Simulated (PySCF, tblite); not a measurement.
# C₂H₃BO₂, a small molecule taken as a stand-in for a surface group (boron hydroxide): NMR shifts, core binding energies and electronic excitations, part 2 of 2

tblite 0.8.0 and PySCF 2.14.0. Atoms count from 0, parts from 1. Earlier steps stand in the parts before.

## Step 5: Core holes by ΔSCF: SCAN, X2C

What the job is given:

```
{"job": {"kind": "xps", "holes": 5}, "charge": 0, "multiplicity": 1}
O     -1.575312    -0.978944    -0.513560
B     -0.803689     0.059968    -0.111160
O     -1.423544     1.238574     0.141359
C      0.730702    -0.095115     0.056352
C      1.933895    -0.217403     0.187654
H     -1.061618    -1.775184    -0.673025
H     -0.808620     1.920995     0.423467
H      2.997620    -0.327539     0.303308
```

With the program's defaults for keys left out, this is: delta-SCF UKS SCAN, pcX-2 on the ionised atom, pcseg-1 elsewhere, spin-free X2C.

Standard output:

```text
ground state, core basis on atom 0 (O), 116 functions
  cycle   1  E = -253.21546818  |g| = 9.69e-01
  cycle   2  E = -252.83694948  |g| = 1.70e+00
  cycle   3  E = -253.37295747  |g| = 2.43e-01
  cycle   4  E = -253.38540438  |g| = 1.29e-01
  cycle   5  E = -253.38872882  |g| = 6.22e-02
  cycle   6  E = -253.38972699  |g| = 1.28e-02
  cycle   7  E = -253.38975028  |g| = 7.25e-03
  cycle   8  E = -253.38975891  |g| = 1.86e-03
  cycle   9  E = -253.38976015  |g| = 1.99e-04
  E(ground) = -253.39740449 Eh
hole in O 1s of atom 0
  cycle   1  E = -232.76958483  |g| = 2.22e+00
  cycle   2  E = -231.78783950  |g| = 2.36e+00
  cycle   3  E = -233.33223677  |g| = 6.75e-01
  cycle   4  E = -233.29278048  |g| = 6.74e-01
  cycle   5  E = -233.54430743  |g| = 2.24e-01
  cycle   6  E = -233.57183269  |g| = 5.89e-02
  cycle   7  E = -233.57300511  |g| = 2.76e-02
  cycle   8  E = -233.57329561  |g| = 8.86e-03
  cycle   9  E = -233.57333477  |g| = 2.01e-03
  cycle  10  E = -233.57333691  |g| = 6.43e-04
  cycle  11  E = -233.57333642  |g| = 2.71e-04
  E(ion) = -233.58189448 Eh   <S^2> = 0.7610   hole on atom = 1.000   binding energy = 539.207 eV
ground state, core basis on atom 1 (B), 116 functions
  cycle   1  E = -253.35784343  |g| = 8.68e-02
  cycle   2  E = -253.35540861  |g| = 1.35e-01
  cycle   3  E = -253.35875067  |g| = 2.67e-02
  cycle   4  E = -253.35875430  |g| = 2.51e-02
  cycle   5  E = -253.35891762  |g| = 5.47e-03
  cycle   6  E = -253.35892511  |g| = 9.45e-04
  cycle   7  E = -253.35892529  |g| = 2.73e-04
  E(ground) = -253.37020155 Eh
hole in B 1s of atom 1
  cycle   1  E = -245.69901468  |g| = 1.18e+00
  cycle   2  E = -244.46485232  |g| = 1.79e+00
  cycle   3  E = -245.83855617  |g| = 6.33e-01
  cycle   4  E = -245.97227751  |g| = 4.46e-01
  cycle   5  E = -246.07052980  |g| = 1.40e-01
  cycle   6  E = -246.08045452  |g| = 5.07e-02
  cycle   7  E = -246.08149180  |g| = 2.14e-02
  cycle   8  E = -246.08167705  |g| = 4.13e-03
  cycle   9  E = -246.08169318  |g| = 1.66e-03
  cycle  10  E = -246.08169775  |g| = 1.17e-03
  cycle  11  E = -246.08169987  |g| = 1.22e-03
  cycle  12  E = -246.08170054  |g| = 4.57e-04
  E(ion) = -246.09339450 Eh   <S^2> = 0.7742   hole on atom = 1.000   binding energy = 198.012 eV
ground state, core basis on atom 3 (C), 116 functions
  cycle   1  E = -253.36380379  |g| = 5.72e-02
  cycle   2  E = -253.36350455  |g| = 3.66e-02
  cycle   3  E = -253.36283571  |g| = 6.16e-02
  cycle   4  E = -253.36385651  |g| = 4.45e-03
  cycle   5  E = -253.36385923  |g| = 6.89e-04
  cycle   6  E = -253.36386007  |g| = 1.21e-04
  E(ground) = -253.37488290 Eh
hole in C 1s of atom 3
  cycle   1  E = -242.11862701  |g| = 1.50e+00
  cycle   2  E = -241.12120458  |g| = 1.97e+00
  cycle   3  E = -242.29773853  |g| = 9.16e-01
  cycle   4  E = -242.63254083  |g| = 2.81e-01
  cycle   5  E = -242.66952442  |g| = 1.35e-01
  cycle   6  E = -242.67782991  |g| = 4.38e-02
  cycle   7  E = -242.67892460  |g| = 1.38e-02
  cycle   8  E = -242.67934558  |g| = 9.15e-03
  cycle   9  E = -242.67961799  |g| = 5.79e-03
  cycle  10  E = -242.67970401  |g| = 2.61e-03
  cycle  11  E = -242.67971599  |g| = 1.30e-03
  cycle  12  E = -242.67971611  |g| = 1.33e-03
  cycle  13  E = -242.67971662  |g| = 1.49e-04
  E(ion) = -242.68910581 Eh   <S^2> = 0.8643   hole on atom = 1.000   binding energy = 290.775 eV
ground state, core basis on atom 4 (C), 116 functions
  cycle   1  E = -253.36313508  |g| = 6.46e-02
  cycle   2  E = -253.36093513  |g| = 9.67e-02
  cycle   3  E = -253.36283033  |g| = 4.68e-02
  cycle   4  E = -253.36342314  |g| = 3.38e-03
  cycle   5  E = -253.36342522  |g| = 6.13e-04
  cycle   6  E = -253.36342647  |g| = 2.45e-04
  E(ground) = -253.37428315 Eh
hole in C 1s of atom 4
  cycle   1  E = -242.10037003  |g| = 1.50e+00
  cycle   2  E = -239.16187086  |g| = 2.52e+00
  cycle   3  E = -242.26749598  |g| = 9.62e-01
  cycle   4  E = -242.54727046  |g| = 5.19e-01
  cycle   5  E = -242.60776248  |g| = 3.58e-01
  cycle   6  E = -242.66670306  |g| = 6.60e-02
  cycle   7  E = -242.66935513  |g| = 2.13e-02
  cycle   8  E = -242.66986510  |g| = 1.16e-02
  cycle   9  E = -242.67012721  |g| = 7.99e-03
  cycle  10  E = -242.67022778  |g| = 8.64e-03
  cycle  11  E = -242.67029513  |g| = 2.94e-03
  cycle  12  E = -242.67030722  |g| = 1.07e-03
  cycle  13  E = -242.67030824  |g| = 1.70e-04
  E(ion) = -242.68015906 Eh   <S^2> = 0.8588   hole on atom = 1.000   binding energy = 291.002 eV
```

Wall time 19 s (1 thread of Arm Neoverse V1, shared host); peak memory 0.45 GiB.

The holes in one table. −ε is the ground-state orbital energy:

```csv
hole,stands for,environment,ΔSCF (eV),−ε (eV),⟨S²⟩
O1s on O0,"O0, O2","oxygen bonded to B, H",539.21,517.1,0.761
B1s on B1,B1,"boron bonded to C, 2 O",198.01,181.5,0.774
C1s on C3,C3,"carbon bonded to C, B",290.77 (doubtful),273.6,0.864
C1s on C4,C4,"carbon bonded to C, H",291.00 (doubtful),274.1,0.859
```

Each hole run stands for the others of its class of like atoms.

Doubtful: the ion did not converge, its hole moved, or its ⟨S²⟩ is well above 0.75.

## Step 6: Excited states and response: CAM-B3LYP/def2-SVPD

Settings changed since step 5:

```diff
@@ -1,2 +1,2 @@
-{"job": {"kind": "xps", "holes": 5}, "charge": 0, "multiplicity": 1}
+{"job": {"kind": "uv", "xc": "CAM-B3LYP", "basis": "def2-SVPD", "nstates": 6, "ntriplets": 2, "ip": true}, "charge": 0, "multiplicity": 1}
 O     -1.575312    -0.978944    -0.513560
```

Level: TDDFT CAM-B3LYP/def2-SVPD, vertical, gas phase, core orbitals frozen in the response.

Standard output:

```text
coarse grid: 7296 points
cycle   1  E = -252.8935767209  dE =  6.997e-01  |g| = 8.409e-01  |ddm| = 7.707e+00
cycle   2  E = -252.8269866361  dE =  6.659e-02  |g| = 1.070e+00  |ddm| = 2.112e+00
cycle   3  E = -253.0336683779  dE = -2.067e-01  |g| = 6.628e-02  |ddm| = 9.212e-01
cycle   4  E = -253.0346545735  dE = -9.862e-04  |g| = 2.293e-02  |ddm| = 1.998e-01
cycle   5  E = -253.0347842624  dE = -1.297e-04  |g| = 9.324e-03  |ddm| = 7.625e-02
cycle   6  E = -253.0348022663  dE = -1.800e-05  |g| = 4.067e-03  |ddm| = 1.885e-02
cycle   7  E = -253.0348063449  dE = -4.079e-06  |g| = 4.060e-04  |ddm| = 7.851e-03
final grid: 72160 points
cycle   8  E = -253.0917502837  dE = -2.900e-05  |g| = 2.119e-03  |ddm| = 1.051e-01
cycle   9  E = -253.0917505531  dE = -2.694e-07  |g| = 2.028e-03  |ddm| = 1.022e-02
cycle  10  E = -253.0917513122  dE = -7.591e-07  |g| = 3.459e-04  |ddm| = 2.277e-03
cycle  11  E = -253.0917513327  dE = -2.048e-08  |g| = 1.648e-04  |ddm| = 6.523e-04
cycle  12  E = -253.0917513393  dE = -6.610e-09  |g| = 5.918e-05  |ddm| = 2.597e-04
cycle  13  E = -253.0917513401  dE = -8.445e-10  |g| = 1.100e-05  |ddm| = 7.530e-05
converged SCF energy = -253.0917513401

Static polarisability (au): isotropic 43.919, principal 31.399 41.538 58.821

Singlet excitations
state   eV       nm        f      main configurations
  1   5.7053    217.3   0.00000   H->L 0.96
  2   6.2545    198.2   0.01863   H-1->L 0.62, H->L+2 0.28
  3   6.6279    187.1   0.00000   H-1->L+2 0.74, H-1->L+4 0.22
  4   7.6245    162.6   0.06136   H->L+1 0.92
  5   7.6746    161.6   0.02766   H-1->L+1 0.91
  6   8.2156    150.9   0.00020   H-3->L 0.95

Triplet excitations (Tamm-Dancoff, eV): 4.8251 5.2371
Vertical ionisation energy (delta-SCF) = 11.1326 eV
```

Run time: 39 s. Hardware: 1 thread of Arm Neoverse V1, shared host; peak memory 0.58 GiB.

The orbitals next to the gap, with their largest atomic shares:

```csv
orbital,eV,atoms
HOMO−3,-11.73,"O0 33 %, O2 33 %, B1 14 %"
HOMO−2,-11.09,"O2 43 %, O0 43 %, B1 8 %"
HOMO−1,-10.00,"C3 43 %, C4 42 %, B1 6 %"
HOMO,-9.93,"C4 43 %, C3 42 %, H7 4 %"
LUMO,0.40,"C4 29 %, C3 27 %, B1 19 %"
LUMO+1,0.57,"B1 50 %, C4 10 %, O0 9 %"
LUMO+2,1.22,"C4 26 %, C3 19 %, O2 16 %"
```

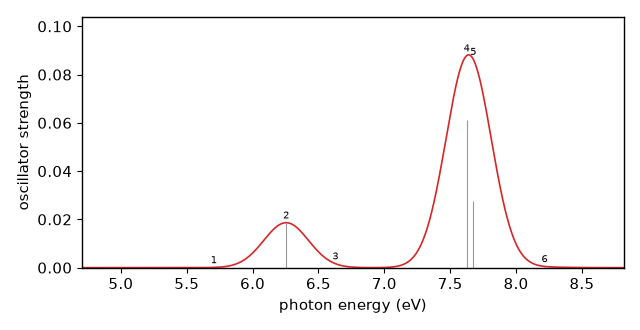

Absorption spectrum from the 6 singlet states computed; above the last one it falls off for lack of states. Lines are broadened to a width of 0.40 eV (Gaussian).

Ground-state properties from the same run:

```csv
property,computed
dipole moment (D),2.88
polarisability (Å³),6.51
HOMO–LUMO gap (eV),10.33
−ε(HOMO) (eV),9.93
```

## Step 7: Results

This closing draws on all 2 parts.

| quantity | value |
| --- | --- |
| point group | C2v |
| rotational constants (main isotopes) | 10.01, 3.71, 2.71 GHz |
| 13C shifts against TMS (PBE0/pcSseg-2) | 96.4, 89.1 ppm |
| 1H shifts against TMS (PBE0/pcSseg-2, means over atoms taken as alike) | 4.07, 2.17 ppm |
| 17O shifts against H2O (PBE0/pcSseg-2, means over atoms taken as alike) | 136.2 ppm |
| 11B shifts against BF3·OEt2 (PBE0/pcSseg-2) | 20.4 ppm |
| O1s binding energies, SCAN/pcX-2 | O0 539.21 eV |
| B1s binding energies, SCAN/pcX-2 | B1 198.01 eV |
| lowest singlet (CAM-B3LYP/def2-SVPD) | 5.71 eV (217 nm), f = 0.000 |
| brightest single state of those computed | state 4, 7.62 eV, f = 0.061 |
| lowest triplet | 4.83 eV |
| vertical ionisation energy (ΔSCF) | 11.13 eV |

**Reading.** The optimisation took 6 steps and gained 0.236 eV; among the close pairs (by a distance rule), C3–C4 changed most, from 1.166 to 1.216 Å (PBE0/def2-SVP). At PBE0/pcSseg-2: Shielding is most anisotropic at C3 (span 306 ppm, paramagnetic term -169 ppm). The lowest singlet, at 5.71 eV, is HOMO→LUMO 0.96 and is dark; of the 6 states computed, the strongest absorption comes from state 4 at 7.62 eV. The lowest triplet lies 0.88 eV below the lowest singlet (triplets in Tamm-Dancoff, singlets in full TDDFT). The orbital energy would give 9.93 eV for ionisation, ΔSCF gives 11.13 eV.
